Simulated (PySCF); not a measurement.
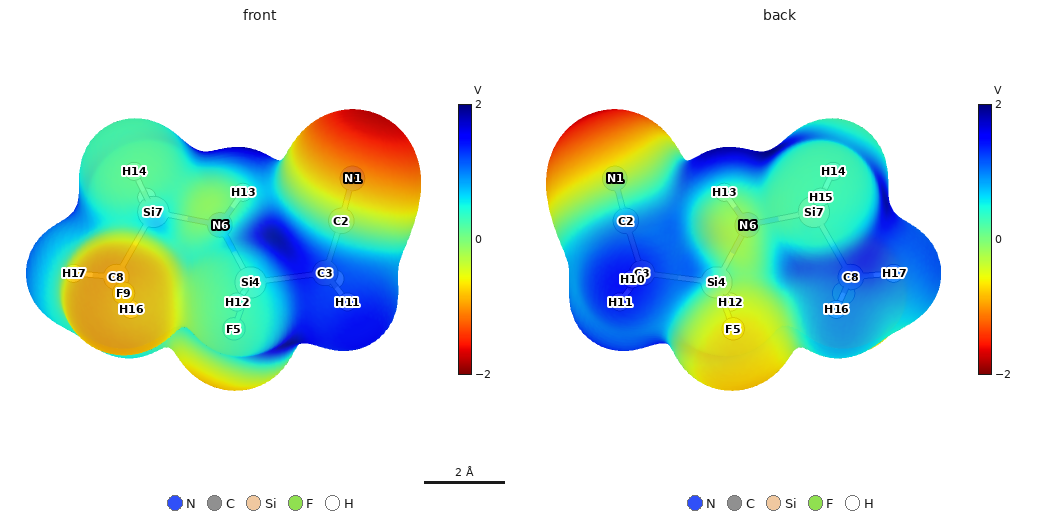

C₃H₈F₂N₂Si₂. The electrostatic potential painted on the density surface at 0.002 e/bohr³, seen from the front and from behind; red is negative and blue positive.

Geometry: GFN2-xTB.

Level of theory: PBE0/pcSseg-1, SCF density, gas phase, non-relativistic in PySCF.

```yaml
atoms:
  - { symbol: N, position_ang: [-3.3788, 1.6873, 0.9399] }
  - { symbol: C, position_ang: [-3.0391, 0.8818, 0.2004] }
  - { symbol: C, position_ang: [-2.5606, -0.1192, -0.6949] }
  - { symbol: Si, position_ang: [-0.6568, -0.0445, -0.8503] }
  - { symbol: F, position_ang: [-0.2166, -1.5332, -1.2925] }
  - { symbol: N, position_ang: [-0.0257, 0.2375, 0.7264] }
  - { symbol: Si, position_ang: [1.5961, 0.0920, 1.3372] }
  - { symbol: C, position_ang: [2.6664, -0.4958, -0.1329] }
  - { symbol: F, position_ang: [2.5991, 0.4278, -1.1614] }
  - { symbol: H, position_ang: [-2.8618, -1.0977, -0.3160] }
  - { symbol: H, position_ang: [-3.0272, 0.0231, -1.6694] }
  - { symbol: H, position_ang: [-0.1893, 0.8327, -1.9047] }
  - { symbol: H, position_ang: [-0.6664, 0.6874, 1.3629] }
  - { symbol: H, position_ang: [2.0615, 1.4021, 1.7937] }
  - { symbol: H, position_ang: [1.6451, -0.9364, 2.3802] }
  - { symbol: H, position_ang: [2.3234, -1.4429, -0.5528] }
  - { symbol: H, position_ang: [3.7236, -0.5900, 0.1232] }
```

Q: Where is the surface potential most negative and most positive?

A: The most negative region (about −1.7 V) lies over N1, the most positive (about +1.8 V) over Si4, Si7 and H13. N1 is the likeliest acceptor of a hydrogen bond.

Q: What dipole moment does the calculation give?

A: Its dipole moment is 2.42 D.
